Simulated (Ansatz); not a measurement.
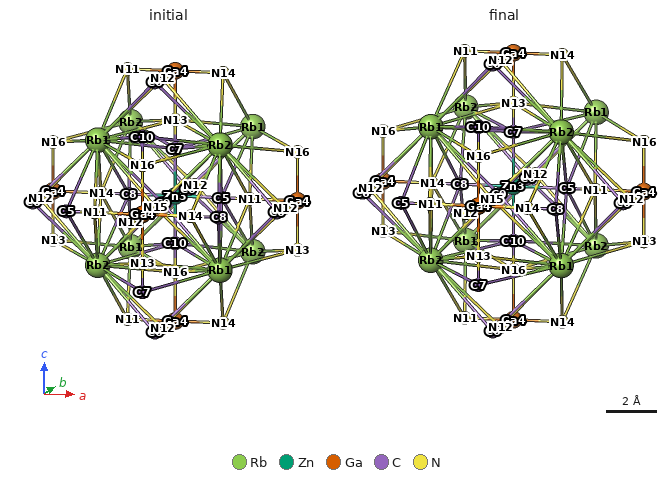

The structure of a crystal of Rb$_{2}$ZnGaC$_{6}$N$_{6}$ (a generated structure, set up in Fm-3m) (coarse preliminary run) before (left) and after (right) a relaxation, at one scale.

The picture is a ball-and-stick view of the atoms within 5.8 Å of the atom that moves most (axes of the conventional cell (4 times the calculation's cell)), seen slightly off an axis. Lengths and directions refer to the drawn axes.

All numbers below come from DFT PBE, scalar-relativistic, plane waves, PAW (Ansatz 0.2.0).

Input
```yaml
crystal:
  lattice:
    - [0.0, 5.072, 5.072]
    - [5.072, 0.0, 5.072]
    - [5.072, 5.072, 0.0]
  atoms:
    - { symbol: Rb, position: [0.25, 0.25, 0.25] }
    - { symbol: Rb, position: [0.75, 0.75, 0.75] }
    - { symbol: Zn, position: [0.0, 0.0, 0.0] }
    - { symbol: Ga, position: [0.5, 0.5, 0.5] }
    - { symbol: C, position: [0.81102129, 0.18897871, 0.18897871] }
    - { symbol: C, position: [0.18897871, 0.81102129, 0.18897871] }
    - { symbol: C, position: [0.18897871, 0.18897871, 0.81102129] }
    - { symbol: C, position: [0.18897871, 0.81102129, 0.81102129] }
    - { symbol: C, position: [0.81102129, 0.18897871, 0.81102129] }
    - { symbol: C, position: [0.81102129, 0.81102129, 0.18897871] }
    - { symbol: "N", position: [0.69568218, 0.30431782, 0.30431782] }
    - { symbol: "N", position: [0.30431782, 0.69568218, 0.30431782] }
    - { symbol: "N", position: [0.30431782, 0.30431782, 0.69568218] }
    - { symbol: "N", position: [0.30431782, 0.69568218, 0.69568218] }
    - { symbol: "N", position: [0.69568218, 0.30431782, 0.69568218] }
    - { symbol: "N", position: [0.69568218, 0.69568218, 0.30431782] }
basis:
  ecutwfc: 420
kpoints:
  mp_grid: { grid: [4, 4, 4] }
hamiltonian:
  xc: pbe
scf:
  occupations: { method: gaussian, width: 0.1 }
  lower_state_search: "off"
output:
  forces: true
  stress: true
  eigenvalues: true
relax:
  adjacent_minimum: "off"
  f_tol: 0.04
  max_steps: 70
  cell: { stress_tol: 0.4 }
```

Launched with:
```bash
ansatz run input.yaml --threads 1 --pin off --max-ram 2560MiB --backend cpu --events-out ev --progress --plain --runs-dir out
```

Describe what moved and what it gained.

The energy falls by 182 meV per atom in 6 accepted moves (8 points after the start). Largest force component: 2.1 eV/Å at the start, 0.014 eV/Å at the end. The pressure goes from 13.44 to 0.20 GPa. At 2 points the geometry stayed and the basis and grid were re-selected for the new cell (energy shift of 15.1 meV per atom at most each time). The largest moves relative to the cell, 0.16 Å, are those of C5, C6, C7, C8, C9 and C10. C9 goes along −b. Largest moves by element: C 0.16 Å, N 0.09 Å. Rb and Ga and Zn stay in place. Cell: a = b = c 10.144 → 10.824 Å (+6.7 %). Volume +21.5 %. Among the contacts that change: Zn3–C10 1.917 → 2.208 Å, Rb1–N11 3.629 → 3.887 Å, Rb1–C10 3.639 → 3.859 Å, Ga4–N11 1.985 → 2.024 Å. The space group stays Fm-3m (No. 225). Cost: 83 s on 1 thread of Intel(R) Xeon(R) Platinum 8375C CPU @ 2.90GHz (Ice Lake), on a shared host, peak memory 0.83 GiB.
